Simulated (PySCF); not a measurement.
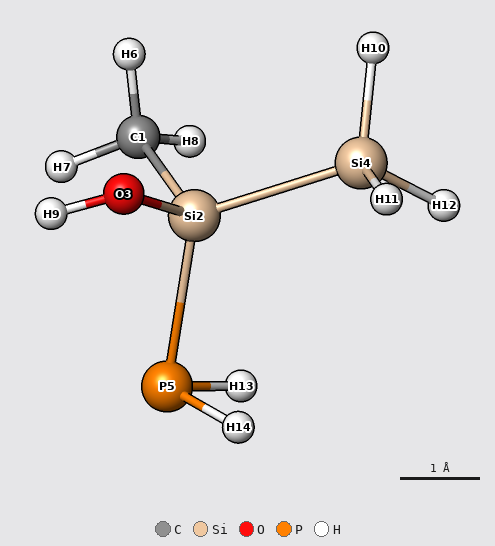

The input geometry of the first run (ball-and-stick view, seen at a tilt; atoms are numbered from 1 in the order of the input).

# Two runs on CH$_{9}$OPSi$_{2}$

System: CH$_{9}$OPSi$_{2}$.
Method of the first run: GIAO LDA/pcSseg-1 NMR shielding, non-relativistic, gas phase (PySCF 2.14.0).

The geometry comes from this level: GFN2-xTB. Text and figures count atoms from 1; the logs count them from 0 in places.

**The input, the first run**
```
{"job": {"kind": "nmr", "xc": "LDA", "basis": "pcSseg-1", "pop": false}, "charge": 0, "multiplicity": 1}
C     -1.646247     0.044490    -0.948311
Si    -0.210394    -0.138868     0.305855
O     -0.751985     0.155568     1.824206
Si     1.476535     1.447615     0.099009
P      0.318004    -2.344283     0.211166
H     -2.150194     0.999066    -0.826197
H     -2.388394    -0.741344    -0.822836
H     -1.287648    -0.010046    -1.971788
H     -1.409676    -0.392082     2.247769
H      0.943743     2.783084    -0.185587
H      2.306870     1.556982     1.301282
H      2.387623     1.114385    -1.004094
H      0.854229    -2.279530    -1.059475
H      1.556856    -2.195511     0.806835
```

The first line tells a small driver script what to run in PySCF; the rest is the geometry in Å.

Command:
```bash
OMP_NUM_THREADS=1 python <driver script> task.json out
```

Hardware: 1 CPU thread, shared host.

**Output (the first run)**
```
coarse grid: 12624 points
cycle   1  E = -1034.3737727225  dE =  2.252e-01  |g| = 9.363e-01  |ddm| = 3.328e+00
cycle   2  E = -1033.7250235767  dE =  6.487e-01  |g| = 1.985e+00  |ddm| = 3.847e+00
cycle   3  E = -1034.5233056806  dE = -7.983e-01  |g| = 2.844e-01  |ddm| = 3.410e+00
cycle   4  E = -1034.5405476690  dE = -1.724e-02  |g| = 1.233e-01  |ddm| = 4.538e-01
cycle   5  E = -1034.5440266175  dE = -3.479e-03  |g| = 2.996e-02  |ddm| = 1.455e-01
cycle   6  E = -1034.5443058766  dE = -2.793e-04  |g| = 9.555e-03  |ddm| = 5.826e-02
cycle   7  E = -1034.5443246077  dE = -1.873e-05  |g| = 2.321e-03  |ddm| = 1.547e-02
cycle   8  E = -1034.5443261682  dE = -1.561e-06  |g| = 8.810e-04  |ddm| = 5.701e-03
final grid: 106544 points
cycle   9  E = -1034.5624119945  dE = -1.815e-05  |g| = 4.081e-03  |ddm| = 1.731e-02
cycle  10  E = -1034.5624050692  dE =  6.925e-06  |g| = 6.588e-03  |ddm| = 1.124e-02
cycle  11  E = -1034.5624161223  dE = -1.105e-05  |g| = 6.915e-04  |ddm| = 8.167e-03
cycle  12  E = -1034.5624162568  dE = -1.345e-07  |g| = 2.300e-04  |ddm| = 1.396e-03
cycle  13  E = -1034.5624162656  dE = -8.813e-09  |g| = 1.000e-04  |ddm| = 3.045e-04
cycle  14  E = -1034.5624162678  dE = -2.240e-09  |g| = 9.902e-06  |ddm| = 1.260e-04
cycle  15  E = -1034.5624162679  dE = -2.592e-11  |g| = 2.954e-06  |ddm| = 1.993e-05
converged SCF energy = -1034.5624162679

GIAO shielding tensors (ppm)
atom      isotropic    diamagn.    paramagn.     s11        s22        s33       span
  0 C      172.664     255.856     -83.192    158.656    168.781    190.555     31.900
  1 Si     286.543     880.059    -593.516    252.460    255.399    351.771     99.311
  2 O      283.271     386.988    -103.717    244.306    295.952    309.557     65.251
  3 Si     442.949     882.262    -439.313    425.668    435.456    467.722     42.054
  4 P      571.126     969.050    -397.924    506.188    594.149    613.041    106.853
  5 H       30.556      30.694      -0.138     26.406     28.042     37.220     10.814
  6 H       30.596      30.642      -0.046     26.517     29.157     36.114      9.597
  7 H       31.147      31.562      -0.414     27.755     28.639     37.049      9.294
  8 H       30.138      31.045      -0.907     22.616     25.451     42.345     19.729
  9 H       27.524      29.034      -1.510     24.032     25.482     33.058      9.026
 10 H       27.517      28.872      -1.355     24.328     25.397     32.826      8.498
 11 H       27.857      29.302      -1.445     24.595     26.112     32.864      8.269
 12 H       30.240      31.176      -0.936     25.524     27.349     37.847     12.324
 13 H       29.736      30.703      -0.967     24.674     27.128     37.406     12.733
```

The second run used a changed input.

**The two runs side by side**

```csv
quantity,the first run,the second run
outcome,converged,converged
total energy (hartree),−1034.562416,−1038.574229
HOMO (eV),−6.24,−7.24
LUMO (eV),−1.15,−0.18
dipole moment (D),0.98,0.96
shielding of C1 (ppm),172.7,178.3
shielding of Si2 (ppm),286.5,327.0
shielding of O3 (ppm),283.3,296.6
shielding of Si4 (ppm),442.9,461.7
shielding of P5 (ppm),571.1,593.3
shielding of H13 (ppm),30.2,30.9
shielding of H14 (ppm),29.7,30.4
SCF iterations,15,13
basis functions,151,151
wall time (shared host),12 s,16 s
```

Which change of the input explains these differences?

The change (lines with − go, lines with + come):
```diff
-"xc": "LDA"
+"xc": "PBE0"
-"pop": false
```

The total energies belong to different methods, so their difference says nothing on which is more stable or more accurate. The HOMO goes from −6.24 to −7.24 eV. The LUMO goes from −1.15 to −0.18 eV. Of all shieldings, the largest change is that of Si2, by +40.5 ppm. The functional changes from LDA to PBE0. Exact exchange removes part of the self-interaction error of semilocal functionals, which pushes filled and empty levels apart. The SCF takes 13 iterations against 15.

**Output (the second run)**
```
coarse grid: 12624 points
cycle   1  E = -1038.4300297313  dE =  1.861e-01  |g| = 7.494e-01  |ddm| = 3.263e+00
cycle   2  E = -1038.2957661380  dE =  1.343e-01  |g| = 1.127e+00  |ddm| = 1.792e+00
cycle   3  E = -1038.5338995756  dE = -2.381e-01  |g| = 1.055e-01  |ddm| = 1.306e+00
cycle   4  E = -1038.5361341087  dE = -2.235e-03  |g| = 3.956e-02  |ddm| = 1.353e-01
cycle   5  E = -1038.5365162421  dE = -3.821e-04  |g| = 6.252e-03  |ddm| = 3.993e-02
cycle   6  E = -1038.5365267862  dE = -1.054e-05  |g| = 1.920e-03  |ddm| = 1.112e-02
cycle   7  E = -1038.5365275889  dE = -8.026e-07  |g| = 3.378e-04  |ddm| = 3.174e-03
final grid: 106544 points
cycle   8  E = -1038.5742202508  dE = -1.791e-05  |g| = 6.651e-03  |ddm| = 1.974e-02
cycle   9  E = -1038.5742114942  dE =  8.757e-06  |g| = 9.315e-03  |ddm| = 1.315e-02
cycle  10  E = -1038.5742293598  dE = -1.787e-05  |g| = 7.658e-04  |ddm| = 8.160e-03
cycle  11  E = -1038.5742294674  dE = -1.076e-07  |g| = 1.823e-04  |ddm| = 8.548e-04
cycle  12  E = -1038.5742294751  dE = -7.774e-09  |g| = 3.728e-05  |ddm| = 2.443e-04
cycle  13  E = -1038.5742294755  dE = -3.688e-10  |g| = 9.022e-06  |ddm| = 6.351e-05
converged SCF energy = -1038.5742294755

GIAO shielding tensors (ppm)
atom      isotropic    diamagn.    paramagn.     s11        s22        s33       span
  0 C      178.346     256.052     -77.706    166.504    176.282    192.253     25.749
  1 Si     327.050     879.019    -551.969    296.234    300.746    384.169     87.935
  2 O      296.602     388.176     -91.574    261.624    305.017    323.165     61.541
  3 Si     461.705     880.647    -418.943    446.697    457.873    480.544     33.846
  4 P      593.268     968.710    -375.442    530.948    618.625    630.233     99.285
  5 H       31.043      31.169      -0.126     26.800     28.428     37.901     11.101
  6 H       31.077      31.103      -0.026     26.857     29.568     36.805      9.948
  7 H       31.695      32.077      -0.382     28.216     29.071     37.798      9.582
  8 H       30.704      31.588      -0.884     22.832     25.726     43.556     20.724
  9 H       28.166      29.483      -1.317     24.699     26.124     33.674      8.976
 10 H       28.120      29.320      -1.200     24.885     25.991     33.484      8.598
 11 H       28.463      29.721      -1.259     25.176     26.696     33.516      8.340
 12 H       30.916      31.845      -0.929     26.162     27.961     38.626     12.464
 13 H       30.391      31.374      -0.983     25.320     27.641     38.212     12.892
```
